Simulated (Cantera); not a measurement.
Feed: 1 mol Si2H6, 37 mol N2, held at 1402 °C.

Method: chemical equilibrium by Gibbs-energy minimisation in Cantera with the NASA 1993 tables (ideal gas, pure condensed phases). Candidate condensed phases: Si, Si3N4; 18 gas species. The feed counts by its element totals alone. Equilibrium is a limit: real reactors are often held back by kinetics, nucleation or transport.

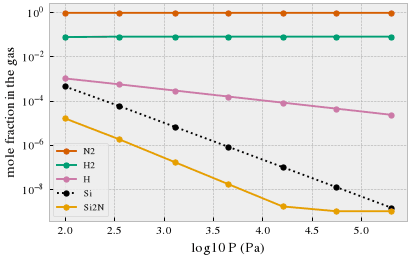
Figure. Equilibrium gas composition (values under 1e-9 drawn at 1e-9)

Read off the mole fractions at 0.160 bar.

N2 about 0.92, H2 about 0.078, H about 8.1e-5, Si about 9.9e-8.
